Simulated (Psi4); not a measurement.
# CAM-B3LYP/def2-SVP (core potential) run of MoCl2O2 (molybdenum dichloride dioxide)

Aim: the vertical singlet–triplet gap of MoCl2O2 (molybdenum dichloride dioxide) at CAM-B3LYP/def2-SVP (core potential), from 2 runs. 

Program for the calculation: Psi4 1.11.

23 further runs of the same task are left out: 23 that didn't finish.

**1. The system as given**

MoCl2O2 has 5 atoms, charge 0, and is taken as a singlet. As SMILES, `O=[Mo](=O)(Cl)Cl`. The shape is that of a PBE0-D4/def2-TZVP optimisation.

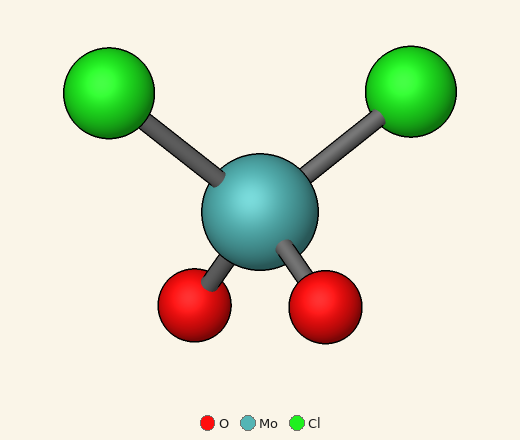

The structure, seen from a chosen angle (oxygen red, molybdenum teal, chlorine green).

**2. Energy and forces at CAM-B3LYP/def2-SVP (core potential)**

job.json reads:

```json
{
 "schema_name": "qcschema_input",
 "schema_version": 1,
 "molecule": {
  "schema_name": "qcschema_molecule",
  "schema_version": 2,
  "symbols": ["O", "Mo", "O", "Cl", "Cl"],
  "geometry": [0.30384906, -0.36624782, 3.23205528, 0.12734864, -0.11648272, 0.10436957, 2.31875065, -2.03041623, -1.0833233, -3.70422225, -1.36169885, -1.20451143, 0.9542928, 3.87484562, -1.04859013],
  "molecular_charge": 0,
  "molecular_multiplicity": 1,
  "fix_symmetry": "c1",
  "fix_com": true,
  "fix_orientation": true
 },
 "driver": "gradient",
 "model": {
  "method": "cam-b3lyp",
  "basis": "def2-SVP"
 },
 "keywords": {
  "puream": true,
  "e_convergence": 1e-09,
  "d_convergence": 1e-08,
  "scf_type": "pk",
  "dft_radial_points": 99,
  "dft_spherical_points": 590
 }
}
```

Launch:

```bash
$ psi4 --qcschema job.json -n 1 --memory 2200MB
```

stdout:

```text
[...]
    !!!  WARNING: ECP capability is in beta. Please check occupations closely.  !!!
[...]
  Running in c1 symmetry.
[...]
  Nuclear repulsion =  327.309723767329160
[...]
  Multiplicity = 1
[...]
  Nalpha       = 32
  Nbeta        = 32
[...]
    Number of basis functions: 95
[...]
   @RKS iter   1: -1137.78418982255062   -1.25679e-03   1.53928e-02 ADIIS/DIIS
[...]
   @RKS iter  15: -1138.74745117234033   -2.47837e-11   5.94137e-09 DIIS
[...]
    Orbital Energies [Eh]
    ---------------------
    Doubly Occupied:
       1A   -101.611707     2A   -101.611683     3A    -19.282923
       4A    -19.282922     5A     -9.567569     6A     -9.567551
       7A     -7.333868     8A     -7.333859     9A     -7.329788
      10A     -7.329775    11A     -7.328790    12A     -7.328785
      13A     -2.823858    14A     -1.833437    15A     -1.823680
      16A     -1.808577    17A     -1.033957    18A     -1.024870
      19A     -0.929128    20A     -0.923740    21A     -0.554528
      22A     -0.540853    23A     -0.529973    24A     -0.526996
      25A     -0.510780    26A     -0.481355    27A     -0.451644
      28A     -0.434338    29A     -0.433346    30A     -0.416409
      31A     -0.415702    32A     -0.413543
[...]
  @RKS Final Energy: -1138.74745117234033
   => Energetics <=
    Nuclear Repulsion Energy =            327.3097237673291602
    One-Electron Energy =               -2244.2951553184443583
    Two-Electron Energy =                 839.5854165057392038
    DFT Exchange-Correlation Energy =     -61.3474361269642898
    Empirical Dispersion Energy =           0.0000000000000000
    VV10 Nonlocal Energy =                  0.0000000000000000
    Total Energy =                      -1138.7474511723403339
[...]
 Multipole Moments:
 ------------------------------------------------------------------------------------
     Multipole            Electronic (a.u.)      Nuclear  (a.u.)        Total (a.u.)
 ------------------------------------------------------------------------------------
 L = 1.  Multiply by 2.5417464519 to convert [e a0] to [Debye]
 Dipole X            :         23.6798393          -23.9851220           -0.3052827
 Dipole Y            :        -21.6404462           21.9194246            0.2789784
 Dipole Z            :         19.4015749          -19.6516967           -0.2501218
 Magnitude           :                                                    0.4833088
[...]
  -Total Gradient:
     Atom            X                  Y                   Z
    ------   -----------------  -----------------  -----------------
       1        0.000071946211    -0.000187182395     0.004465610366
       2       -0.007537148967     0.006866328246    -0.006164384033
       3        0.003051596009    -0.002652146166    -0.001915490218
       4        0.005674704476     0.001841156927     0.001938780003
       5       -0.001217703007    -0.005907325227     0.001710833454
[...]
```

The result, in JSON:

```text
{
 "driver": "gradient",
 "model": {
  "method": "cam-b3lyp",
  "basis": "def2-SVP"
 },
 "success": true,
 "return_result": [7.194621060481812e-05, -0.00018718239478606943, 0.004465610365556982, -0.007537148966751506, 0.006866328245745151, -0.006164384032559367, 0.0030515960093156214, -0.0026521461661275225, -0.0019154902181502675, 0.005674704476255316, 0.001841156926668884, 0.001938780002883611, -0.0012177030073861166, -0.005907325227451687, 0.0017108334537434058],
 "properties": {
  "calcinfo_nbasis": 95,
  "calcinfo_nmo": 95,
  "calcinfo_nalpha": 32,
  "calcinfo_nbeta": 32,
  "calcinfo_natom": 5,
  "nuclear_repulsion_energy": 327.30972376732916,
  "return_energy": -1138.7474511723403,
  "return_gradient": [7.194621060481812e-05, -0.00018718239478606943, 0.004465610365556982, -0.007537148966751506, 0.006866328245745151, -0.006164384032559367, 0.0030515960093156214, -0.0026521461661275225, -0.0019154902181502675, 0.005674704476255316, 0.001841156926668884, 0.001938780002883611, -0.0012177030073861166, -0.005907325227451687, 0.0017108334537434058],
  "scf_one_electron_energy": -2244.2951553184444,
  "scf_two_electron_energy": 839.5854165057392,
  "scf_xc_energy": -61.34743612696429,
  "scf_dipole_moment": [-0.30528272598656514, 0.27897837384280777, -0.2501218186763303],
  "scf_total_energy": -1138.7474511723403,
  "scf_total_gradient": [7.194621060481812e-05, -0.00018718239478606943, 0.004465610365556982, -0.007537148966751506, 0.006866328245745151, -0.006164384032559367, 0.0030515960093156214, -0.0026521461661275225, -0.0019154902181502675, 0.005674704476255316, 0.001841156926668884, 0.001938780002883611, -0.0012177030073861166, -0.005907325227451687, 0.0017108334537434058],
  "scf_iterations": 15
 }
}
```

Run time: 59 s. Hardware: 1 thread of Intel Xeon at 2.50GHz (Skylake/Cascade Lake), shared host; peak memory 1 GiB.

**3. The triplet**

job.json reads:

```json
{
  "schema_name": "qcschema_input",
  "schema_version": 1,
  "molecule": {
    "schema_name": "qcschema_molecule",
    "schema_version": 2,
    "symbols": ["O", "Mo", "O", "Cl", "Cl"],
    "geometry": [0.30384906, -0.36624782, 3.23205528, 0.12734864, -0.11648272, 0.10436957, 2.31875065, -2.03041623, -1.0833233, -3.70422225, -1.36169885, -1.20451143, 0.9542928, 3.87484562, -1.04859013],
    "molecular_charge": 0,
    "molecular_multiplicity": 3,
    "fix_symmetry": "c1",
    "fix_com": true,
    "fix_orientation": true
  },
  "driver": "gradient",
  "model": {
    "method": "cam-b3lyp",
    "basis": "def2-SVP"
  },
  "keywords": {
    "reference": "uks",
    "puream": true,
    "e_convergence": 1e-09,
    "d_convergence": 1e-08,
    "scf_type": "pk",
    "dft_radial_points": 99,
    "dft_spherical_points": 590,
    "maxiter": 100
  }
}
```

Launch:

```bash
$ psi4 --qcschema job.json -n 1 --memory 2200MB
```

stdout, cut to the lines that bear on the results:

```text
[...]
    !!!  WARNING: ECP capability is in beta. Please check occupations closely.  !!!
[...]
  Running in c1 symmetry.
[...]
  Nuclear repulsion =  327.309723767329160
[...]
  Multiplicity = 3
[...]
  Nalpha       = 33
  Nbeta        = 31
[...]
    Number of basis functions: 95
[...]
   @UKS iter   1: -1137.70853059048363    7.44024e-02   1.44563e-02 ADIIS/DIIS
[...]
   @UKS iter  40: -1138.61149642628243   -1.86446e-11   8.72039e-09 DIIS
[...]
   @S^2 Observed:                2.031856245E+00
[...]
  @UKS Final Energy: -1138.61149642628243
   => Energetics <=
    Nuclear Repulsion Energy =            327.3097237673291602
    One-Electron Energy =               -2244.6736906691758122
    Two-Electron Energy =                 840.1575723383708691
    DFT Exchange-Correlation Energy =     -61.4051018628067382
    Empirical Dispersion Energy =           0.0000000000000000
    VV10 Nonlocal Energy =                  0.0000000000000000
    Total Energy =                      -1138.6114964262826561
[...]
 Multipole Moments:
 ------------------------------------------------------------------------------------
     Multipole            Electronic (a.u.)      Nuclear  (a.u.)        Total (a.u.)
 ------------------------------------------------------------------------------------
 L = 1.  Multiply by 2.5417464519 to convert [e a0] to [Debye]
 Dipole X            :         24.1439188          -23.9851220            0.1587968
 Dipole Y            :        -22.0645298           21.9194246           -0.1451052
 Dipole Z            :         19.7817783          -19.6516967            0.1300816
 Magnitude           :                                                    0.2513825
[...]
  -Total Gradient:
     Atom            X                  Y                   Z
    ------   -----------------  -----------------  -----------------
       1        0.000553847071     0.002288123346    -0.093620473785
       2        0.046601761573    -0.042592052170     0.038182699811
       3       -0.062987274727     0.054768241018     0.042467530557
       4        0.016634059726     0.002520168729     0.006795147515
       5       -0.000755767264    -0.017026584363     0.006213088470
[...]
```

The result, in JSON:

```text
{
 "driver": "gradient",
 "model": {
  "method": "cam-b3lyp",
  "basis": "def2-SVP"
 },
 "success": true,
 "return_result": [0.0005538470711861296, 0.002288123345869513, -0.09362047378469901, 0.04660176157273713, -0.04259205217019932, 0.038182699811082535, -0.0629872747265568, 0.05476824101769684, 0.042467530557242186, 0.016634059726434516, 0.002520168728987096, 0.0067951475154947386, -0.0007557672641277345, -0.017026584363025746, 0.0062130884696046385],
 "properties": {
  "calcinfo_nbasis": 95,
  "calcinfo_nmo": 95,
  "calcinfo_nalpha": 33,
  "calcinfo_nbeta": 31,
  "calcinfo_natom": 5,
  "nuclear_repulsion_energy": 327.30972376732916,
  "return_energy": -1138.6114964262824,
  "return_gradient": [0.0005538470711861296, 0.002288123345869513, -0.09362047378469901, 0.04660176157273713, -0.04259205217019932, 0.038182699811082535, -0.0629872747265568, 0.05476824101769684, 0.042467530557242186, 0.016634059726434516, 0.002520168728987096, 0.0067951475154947386, -0.0007557672641277345, -0.017026584363025746, 0.0062130884696046385],
  "scf_one_electron_energy": -2244.673690669176,
  "scf_two_electron_energy": 840.1575723383709,
  "scf_xc_energy": -61.40510186280674,
  "scf_dipole_moment": [0.15879678453198665, -0.14510520377083225, 0.13008155235426955],
  "scf_total_energy": -1138.6114964262824,
  "scf_total_gradient": [0.0005538470711861296, 0.002288123345869513, -0.09362047378469901, 0.04660176157273713, -0.04259205217019932, 0.038182699811082535, -0.0629872747265568, 0.05476824101769684, 0.042467530557242186, 0.016634059726434516, 0.002520168728987096, 0.0067951475154947386, -0.0007557672641277345, -0.017026584363025746, 0.0062130884696046385],
  "scf_iterations": 40
 }
}
```

It took 2.3 min on 1 thread of Intel Xeon at 2.50GHz (Skylake/Cascade Lake), shared host; peak memory 1 GiB.

**4. Outcome**

At CAM-B3LYP/def2-SVP (core potential):

```
                                        quantity           value
                           singlet: total energy  -1138.74745 Eh
                          singlet: dipole moment          1.23 D
                            singlet: HOMO energy       -11.25 eV
                            singlet: LUMO energy        -2.70 eV
                          singlet: HOMO–LUMO gap         8.55 eV
               singlet: largest force on an atom      0.613 eV/Å
                           triplet: total energy  -1138.61150 Eh
                          triplet: dipole moment          0.64 D
     triplet: HOMO energy (highest over α and β)        -7.54 eV
      triplet: LUMO energy (lowest over α and β)        -6.30 eV
                                   triplet: ⟨S²⟩           2.032
               triplet: largest force on an atom      4.816 eV/Å
vertical energy of the triplet above the singlet        3.700 eV
```

What this shows: At this shape the triplet lies 3.70 eV (85 kcal/mol) above the singlet. The largest force (singlet) is 0.61 eV/Å: the shape isn't a stationary point for this species at this level.
